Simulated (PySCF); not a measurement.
# NMR shielding calculation of C2H7AlClFO

System: C2H7AlClFO.
Method: GIAO B3LYP/pcSseg-1 NMR shielding, non-relativistic, gas phase (PySCF 2.14.0).

The geometry comes from this level: PBE0-D3(BJ)/def2-SVP. Figures and captions count atoms from 1; the log counts them from 0 in places.

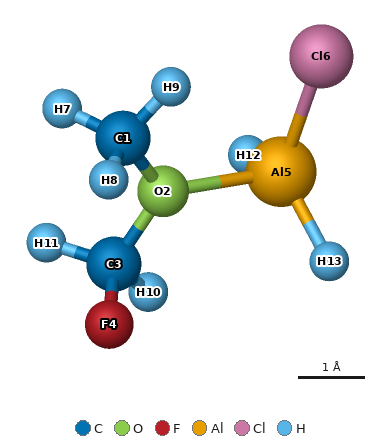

The structure (ball-and-stick view, seen at a tilt; atoms are numbered from 1 in the order of the input). Sticks mark near contacts. Bond lengths as drawn: Al–Cl 2.15 Å, Al–H 1.59 Å, Al–O 2.02 Å, C–F 1.35 Å, C–H 1.10 Å and C–O 1.40 to 1.43 Å.

**The input**
```
{"job": {"kind": "nmr", "xc": "B3LYP", "basis": "pcSseg-1", "pop": false}, "charge": 0, "multiplicity": 1}
C     -0.047004     1.503658    -0.117684
O     -0.104226     0.074756    -0.021585
C     -1.387679    -0.475649    -0.017055
F     -2.025006    -0.153747     1.125834
Al     1.452456    -1.202886     0.096937
Cl     3.047712     0.233843     0.089356
H     -0.464556     1.818174    -1.086104
H     -0.612015     1.945147     0.713337
H      1.012430     1.775342    -0.053260
H     -1.264421    -1.567414    -0.088038
H     -1.960595    -0.078766    -0.872264
H      1.224012    -1.988458    -1.269267
H      1.136043    -1.900828     1.488274
```

The first line tells a small driver script what to run in PySCF; the rest is the geometry in Å.

Run as:
```bash
OMP_NUM_THREADS=1 python <driver script> task.json out
```

**Log**
```
coarse grid: 11936 points
cycle   1  E = -958.0467263252  dE =  4.124e-01  |g| = 6.769e-01  |ddm| = 2.953e+00
cycle   2  E = -957.9835562157  dE =  6.317e-02  |g| = 9.488e-01  |ddm| = 1.011e+00
cycle   3  E = -958.1285259032  dE = -1.450e-01  |g| = 7.229e-02  |ddm| = 5.526e-01
cycle   4  E = -958.1293671164  dE = -8.412e-04  |g| = 3.036e-02  |ddm| = 8.271e-02
cycle   5  E = -958.1295419628  dE = -1.748e-04  |g| = 6.245e-03  |ddm| = 3.235e-02
cycle   6  E = -958.1295475203  dE = -5.557e-06  |g| = 3.594e-03  |ddm| = 6.045e-03
cycle   7  E = -958.1295495285  dE = -2.008e-06  |g| = 4.965e-04  |ddm| = 2.062e-03
final grid: 106472 points
cycle   8  E = -958.1796543064  dE = -2.722e-05  |g| = 6.486e-03  |ddm| = 1.589e-02
cycle   9  E = -958.1796483346  dE =  5.972e-06  |g| = 8.973e-03  |ddm| = 7.713e-03
cycle  10  E = -958.1796619086  dE = -1.357e-05  |g| = 6.345e-04  |ddm| = 4.359e-03
cycle  11  E = -958.1796619833  dE = -7.471e-08  |g| = 1.592e-04  |ddm| = 5.402e-04
cycle  12  E = -958.1796619882  dE = -4.929e-09  |g| = 4.130e-05  |ddm| = 1.241e-04
cycle  13  E = -958.1796619884  dE = -2.406e-10  |g| = 2.104e-05  |ddm| = 3.426e-05
```

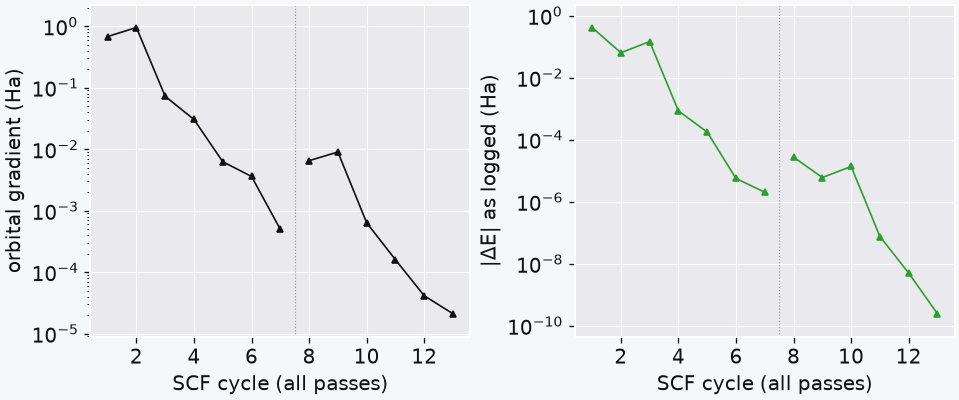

Convergence of the self-consistent field: orbital gradient and size of the energy change against the SCF cycle. The dotted line marks the change from a coarse to the final integration grid. The first 7 cycles use a coarse grid, the final grid takes over at cycle 8, and the field converges after 13 cycles in all.

```
converged SCF energy = -958.1796619884

GIAO shielding tensors (ppm)
atom      isotropic    diamagn.    paramagn.     s11        s22        s33       span
  0 C      121.786     245.740    -123.954     85.340    103.304    176.713     91.373
  1 O      267.618     402.730    -135.112    194.025    272.198    336.631    142.605
  2 C       75.243     240.261    -165.018     50.377     74.360    100.992     50.615
  3 F      352.436     472.401    -119.965    250.755    357.450    449.102    198.348
  4 Al     411.237     794.159    -382.922    372.887    406.643    454.180     81.293
  5 Cl     963.906    1150.075    -186.169    853.007   1002.422   1036.290    183.283
  6 H       28.280      29.613      -1.333     24.939     25.429     34.472      9.533
  7 H       27.578      29.424      -1.846     23.351     26.100     33.283      9.932
  8 H       26.080      29.547      -3.467     19.521     28.456     30.263     10.742
  9 H       25.807      28.959      -3.151     21.335     26.561     29.527      8.193
 10 H       26.304      28.791      -2.487     22.127     26.442     30.343      8.216
 11 H       27.309      29.502      -2.193     23.874     25.549     32.504      8.630
 12 H       27.158      29.430      -2.272     23.644     25.645     32.185      8.542
```

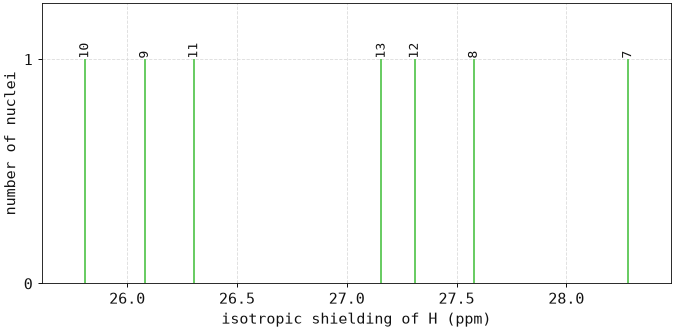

Isotropic shieldings of the hydrogen nuclei in this fixed geometry, labelled by atom number; shielding grows to the right, so chemical shift grows to the left. The least shielded is H10 (25.8 ppm), the most shielded H7 (28.3 ppm).

**Summary**

```json
{"quantity": "outcome", "value": "converged"}
{"quantity": "total energy", "value": "−958.179662 hartree"}
{"quantity": "HOMO", "value": "−7.51 eV"}
{"quantity": "LUMO", "value": "0.09 eV"}
{"quantity": "dipole moment", "value": "5.09 D"}
{"quantity": "isotropic shielding, C", "value": "75.2 to 121.8 ppm"}
{"quantity": "isotropic shielding, O", "value": "267.6 ppm"}
{"quantity": "isotropic shielding, F", "value": "352.4 ppm"}
{"quantity": "isotropic shielding, Al", "value": "411.2 ppm"}
{"quantity": "isotropic shielding, Cl", "value": "963.9 ppm"}
{"quantity": "hardware", "value": "1 CPU thread, shared host"}
{"quantity": "wall time", "value": "13 s"}
{"quantity": "peak memory", "value": "0.87 GiB"}
```
